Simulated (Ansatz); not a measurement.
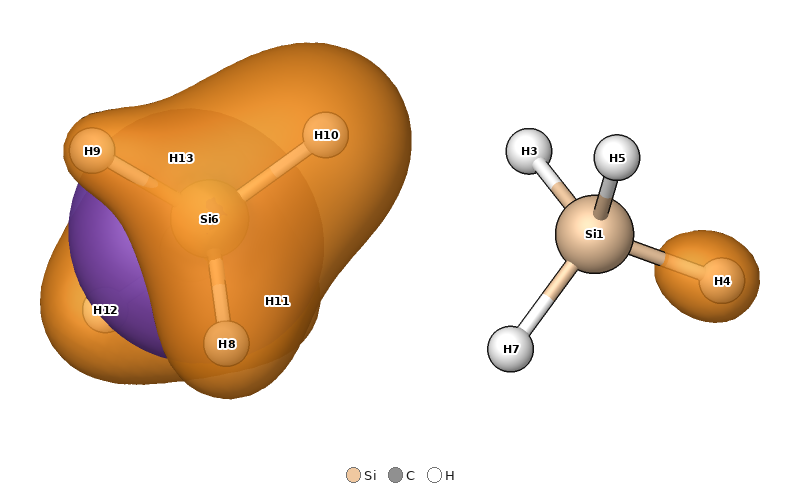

*SiH4···CH6Si. The HOMO at ±0.08 Å⁻³ᐟ² (orange and purple are the two phases), seen from one side.*

The product side of a reaction path; geometry: PBE0-D4/def2-TZVP.

All numbers below come from Ansatz 0.2.0, RKS PBE0-D4/def2-TZVPP.

```yaml
atoms:
  - { symbol: Si, position_ang: [-1.2908, 1.9174, -0.8878] }
  - { symbol: C, position_ang: [1.1130, -1.5062, -0.3306] }
  - { symbol: H, position_ang: [-1.5358, 0.6050, -1.5377] }
  - { symbol: H, position_ang: [-1.5120, 3.0044, -1.8758] }
  - { symbol: H, position_ang: [-2.2177, 2.0906, 0.2575] }
  - { symbol: Si, position_ang: [0.5327, -0.9228, 1.3485] }
  - { symbol: H, position_ang: [0.1136, 1.9728, -0.4068] }
  - { symbol: H, position_ang: [1.4299, 0.1371, 1.8820] }
  - { symbol: H, position_ang: [0.5124, -2.0511, 2.3186] }
  - { symbol: H, position_ang: [-0.8454, -0.3644, 1.2665] }
  - { symbol: H, position_ang: [1.1434, -0.6775, -1.0410] }
  - { symbol: H, position_ang: [2.1153, -1.9352, -0.2651] }
  - { symbol: H, position_ang: [0.4413, -2.2701, -0.7282] }
```

Describe this orbital and give its energy.

Answer. By Hirshfeld shares it lies mainly on C2 (about 40 %), Si6 (about 30 %) and H10 (about 10 %). Its energy is −9.24 eV.
